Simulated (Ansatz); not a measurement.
C$_{2}$H$_{11}$SbSi$_{2}$: nudged elastic band (part 2 of 2)

The same run, continued: C$_{2}$H$_{11}$SbSi$_{2}$, SMILES C[CH]([SbH2])[SiH2][SiH3]; RHF/def2-SVP (Ansatz 0.2.0). It belongs to a series of runs on one base structure; here: band between the two ends.

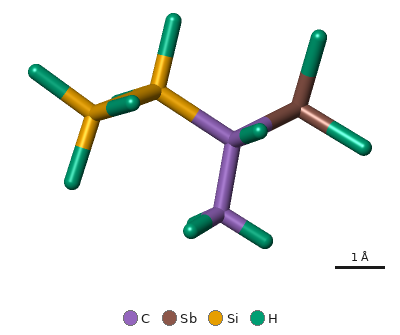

**Figure 1.** The structure as given in the input (stick view, seen at a tilt). Sticks mark near contacts.

The last band as extended XYZ, continued:
```
16
Properties=species:S:1:pos:R:3:forces:R:3 image=5 energy=-24462.64100
C    -0.8172   -1.4368   -0.5823   -0.0018  -0.0041  -0.0018
C     0.4810   -0.6466   -0.3233   -0.0025   0.0021  -0.0023
Sb    1.9691   -1.0646   -1.8991   -0.0083   0.0022  -0.0096
Si    0.1816    1.2176   -0.1249    0.0034  -0.0019   0.0086
Si   -1.2403    1.7376    1.7034   -0.0034  -0.0039   0.0027
H    -0.6284   -2.4418   -0.9668    0.0095  -0.0194   0.0511
H    -1.4652   -0.9347   -1.3047    0.0244  -0.0202  -0.0411
H    -1.3914   -1.5577    0.3395   -0.0224   0.0478  -0.0061
H     0.9512   -1.0095    0.5930    0.0039  -0.0034   0.0002
H     3.3006   -0.4557   -1.0295   -0.0066  -0.0009  -0.0110
H     2.2399   -2.6644   -1.3760    0.0030   0.0059  -0.0106
H     1.4752    1.9233    0.0714    0.0011  -0.0025   0.0072
H    -0.4357    1.7486   -1.3703    0.0029   0.0034   0.0032
H    -0.6479    1.2416    2.9720   -0.0033  -0.0033   0.0042
H    -1.4183    3.2080    1.8064    0.0006  -0.0015   0.0043
H    -2.5768    1.1125    1.5358   -0.0004  -0.0005   0.0009
16
Properties=species:S:1:pos:R:3:forces:R:3 image=6 energy=-24462.66964
C    -0.8110   -1.4446   -0.5968    0.0110   0.0044   0.0020
C     0.4705   -0.6371   -0.3242   -0.0106  -0.0022   0.0039
Sb    1.9801   -1.0740   -1.8733   -0.0039   0.0025  -0.0020
Si    0.1570    1.2278   -0.1500    0.0064   0.0000   0.0057
Si   -1.2264    1.7410    1.7115   -0.0067   0.0013  -0.0025
H    -0.6100   -2.5171   -0.6471   -0.0040  -0.0046  -0.0016
H    -1.2815   -1.1539   -1.5391    0.0007  -0.0015  -0.0049
H    -1.5535   -1.2983    0.1923    0.0026  -0.0002   0.0049
H     0.9208   -0.9775    0.6114   -0.0005   0.0029  -0.0013
H     3.3034   -0.4710   -0.9893    0.0020   0.0023   0.0011
H     2.2390   -2.6744   -1.3490    0.0018  -0.0070  -0.0016
H     1.4487    1.9440    0.0200    0.0007  -0.0009  -0.0008
H    -0.4853    1.7469   -1.3873   -0.0029   0.0023   0.0001
H    -0.6263    1.2012    2.9588    0.0012  -0.0015  -0.0036
H    -1.3674    3.2121    1.8523    0.0000   0.0010   0.0015
H    -2.5807    1.1524    1.5542    0.0024   0.0011  -0.0010
```

This output came from the following input.

The input:
```yaml
crystal:
  periodic: [false, false, false]
  atoms:
    - { symbol: C, position_ang: [-0.814539, -1.452046, -0.578627] }
    - { symbol: C, position_ang: [0.467921, -0.649646, -0.297948] }
    - { symbol: Sb, position_ang: [2.012115, -1.135765, -1.797503] }
    - { symbol: Si, position_ang: [0.167845, 1.2225, -0.18346] }
    - { symbol: Si, position_ang: [-1.240306, 1.791378, 1.643024] }
    - { symbol: H, position_ang: [-1.266397, -1.174525, -1.534456] }
    - { symbol: H, position_ang: [-1.568655, -1.284465, 0.195349] }
    - { symbol: H, position_ang: [-0.624194, -2.52728, -0.606366] }
    - { symbol: H, position_ang: [0.893741, -0.967724, 0.656351] }
    - { symbol: H, position_ang: [3.315311, -0.506106, -0.901222] }
    - { symbol: H, position_ang: [2.259895, -2.722681, -1.224995] }
    - { symbol: H, position_ang: [1.463591, 1.9326, -0.018699] }
    - { symbol: H, position_ang: [-0.454004, 1.708252, -1.444617] }
    - { symbol: H, position_ang: [-0.649901, 1.295401, 2.913079] }
    - { symbol: H, position_ang: [-1.399353, 3.264496, 1.737007] }
    - { symbol: H, position_ang: [-2.585871, 1.18311, 1.487483] }
basis:
  gaussian: { orbitals: def2-SVP }
hamiltonian:
  xc: hf
neb:
  order_check: false
  images: 5
  f_tol: 0.03
  max_iterations: 60
  final_atoms:
    - { symbol: C, position_ang: [-0.81095322, -1.44464883, -0.59675609] }
    - { symbol: C, position_ang: [0.47050807, -0.63711013, -0.32419289] }
    - { symbol: Sb, position_ang: [1.98007005, -1.07395816, -1.87329482] }
    - { symbol: Si, position_ang: [0.15695375, 1.22784215, -0.15000195] }
    - { symbol: Si, position_ang: [-1.22640662, 1.74103734, 1.71146715] }
    - { symbol: H, position_ang: [-0.6100105, -2.51705108, -0.64712984] }
    - { symbol: H, position_ang: [-1.28153908, -1.1539309, -1.53905541] }
    - { symbol: H, position_ang: [-1.55348146, -1.29828719, 0.19230185] }
    - { symbol: H, position_ang: [0.92075204, -0.9775407, 0.61142988] }
    - { symbol: H, position_ang: [3.30335782, -0.47102848, -0.98934219] }
    - { symbol: H, position_ang: [2.23897291, -2.67443902, -1.34904035] }
    - { symbol: H, position_ang: [1.44868194, 1.94401424, 0.02003954] }
    - { symbol: H, position_ang: [-0.48531234, 1.74692622, -1.38730574] }
    - { symbol: H, position_ang: [-0.62625524, 1.20117542, 2.95878628] }
    - { symbol: H, position_ang: [-1.367416, 3.21210741, 1.85226205] }
    - { symbol: H, position_ang: [-2.58072314, 1.15239071, 1.55423252] }
  initial_path:
    images:
      - { positions_ang: [[-0.814539, -1.452046, -0.578627], [0.467921, -0.649646, -0.297948], [2.012115, -1.135765, -1.797503], [0.167845, 1.2225, -0.18346], [-1.240306, 1.791378, 1.643024], [-1.266397, -1.174525, -1.534456], [-1.568655, -1.284465, 0.195349], [-0.624194, -2.52728, -0.606366], [0.893741, -0.967724, 0.656351], [3.315311, -0.506106, -0.901222], [2.259895, -2.722681, -1.224995], [1.463591, 1.9326, -0.018699], [-0.454004, 1.708252, -1.444617], [-0.649901, 1.295401, 2.913079], [-1.399353, 3.264496, 1.737007], [-2.585871, 1.18311, 1.487483]] }
      - { positions_ang: [[-0.81206199, -1.44431715, -0.57086754], [0.45697345, -0.64553009, -0.2901959], [1.9543852, -1.08934574, -1.82177485], [0.18259277, 1.22250771, -0.17203672], [-1.20615373, 1.74572142, 1.63358307], [-1.07854882, -1.4270229, -1.55497597], [-1.60405905, -1.09530263, -0.0915768], [-0.74647735, -2.40158573, -0.34319772], [0.88749964, -0.97145639, 0.67961678], [3.27268057, -0.45417432, -0.88600374], [2.22119432, -2.69501105, -1.23841368], [1.458139, 1.92436917, -0.00286431], [-0.4940517, 1.71146965, -1.4229501], [-0.6023546, 1.25110038, 2.89637431], [-1.37508687, 3.20959564, 1.741001], [-2.53747185, 1.13648103, 1.48868218]] }
      - { positions_ang: [[-0.80958498, -1.43658831, -0.56310809], [0.44602591, -0.64141418, -0.2824438], [1.89665541, -1.04292649, -1.84604671], [0.19734054, 1.22251543, -0.16061344], [-1.17200147, 1.70006484, 1.62414214], [-0.89070064, -1.67952081, -1.57549594], [-1.6394631, -0.90614025, -0.37850261], [-0.86876069, -2.27589145, -0.08002944], [0.88125828, -0.97518877, 0.70288256], [3.23005014, -0.40224264, -0.87078548], [2.18249365, -2.66734109, -1.25183235], [1.45268699, 1.91613834, 0.01297039], [-0.53409941, 1.7146873, -1.4012832], [-0.5548082, 1.20679976, 2.87966961], [-1.35082074, 3.15469527, 1.744995], [-2.4890727, 1.08985206, 1.48988136]] }
      - { positions_ang: [[-0.80710796, -1.42885946, -0.55534863], [0.43507836, -0.63729827, -0.2746917], [1.83892561, -0.99650723, -1.87031856], [0.2120883, 1.22252314, -0.14919016], [-1.1378492, 1.65440826, 1.61470121], [-0.70285245, -1.93201871, -1.5960159], [-1.67486715, -0.71697788, -0.66542841], [-0.99104404, -2.15019718, 0.18313885], [0.87501692, -0.97892116, 0.72614835], [3.18741972, -0.35031096, -0.85556722], [2.14379297, -2.63967114, -1.26525103], [1.44723499, 1.9079075, 0.02880508], [-0.57414711, 1.71790495, -1.3796163], [-0.5072618, 1.16249914, 2.86296492], [-1.32655461, 3.09979491, 1.74898899], [-2.44067355, 1.04322308, 1.49108054]] }
      - { positions_ang: [[-0.80838972, -1.43412258, -0.56915112], [0.44688827, -0.63723556, -0.2911921], [1.88597376, -1.02232421, -1.87131065], [0.19371012, 1.22429615, -0.14946076], [-1.16736834, 1.68328462, 1.64695652], [-0.67190513, -2.1270295, -1.27972055], [-1.54375779, -0.86262889, -0.95663741], [-1.17852318, -1.86622718, 0.18619318], [0.89026196, -0.97846101, 0.68790886], [3.22606575, -0.39055013, -0.90015888], [2.17551962, -2.65126043, -1.2931808], [1.4477173, 1.91994308, 0.02588324], [-0.54453552, 1.7275787, -1.38217945], [-0.54692628, 1.17539123, 2.89490537], [-1.34017507, 3.13723241, 1.78341335], [-2.48735674, 1.07961229, 1.5121312]] }
      - { positions_ang: [[-0.80967147, -1.4393857, -0.5829536], [0.45869817, -0.63717284, -0.30769249], [1.93302191, -1.04814118, -1.87230273], [0.17533193, 1.22606915, -0.14973136], [-1.19688748, 1.71216098, 1.67921184], [-0.64095781, -2.32204029, -0.9634252], [-1.41264843, -1.00827989, -1.24784641], [-1.36600232, -1.58225719, 0.18924752], [0.905507, -0.97800085, 0.64966937], [3.26471179, -0.43078931, -0.94475054], [2.20724626, -2.66284973, -1.32111058], [1.44819962, 1.93197866, 0.02296139], [-0.51492393, 1.73725246, -1.38474259], [-0.58659076, 1.18828333, 2.92684582], [-1.35379553, 3.17466991, 1.8178377], [-2.53403994, 1.1160015, 1.53318186]] }
      - { positions_ang: [[-0.81095322, -1.44464883, -0.59675609], [0.47050807, -0.63711013, -0.32419289], [1.98007005, -1.07395816, -1.87329482], [0.15695375, 1.22784215, -0.15000195], [-1.22640662, 1.74103734, 1.71146715], [-0.6100105, -2.51705108, -0.64712984], [-1.28153908, -1.1539309, -1.53905541], [-1.55348146, -1.29828719, 0.19230185], [0.92075204, -0.9775407, 0.61142988], [3.30335782, -0.47102848, -0.98934219], [2.23897291, -2.67443902, -1.34904035], [1.44868194, 1.94401424, 0.02003954], [-0.48531234, 1.74692622, -1.38730574], [-0.62625524, 1.20117542, 2.95878628], [-1.367416, 3.21210741, 1.85226205], [-2.58072314, 1.15239071, 1.55423252]] }
```

Run as:
```bash
ansatz run input.yaml --threads 2 --pin off --max-ram 3072MiB --backend cpu --events-out ev --progress --plain --runs-dir out
```

Key numbers:

```tsv
quantity	value
outcome	converged
barrier, forward	0.131 eV
barrier, backward	0.131 eV
hardware	2 threads of Arm Neoverse V2, 24 GiB of memory available, shared host
wall time	3.5 min (CPU time 6.7 min)
peak memory	0.44 GiB
```

Notes:

The order of the saddle point was not checked.
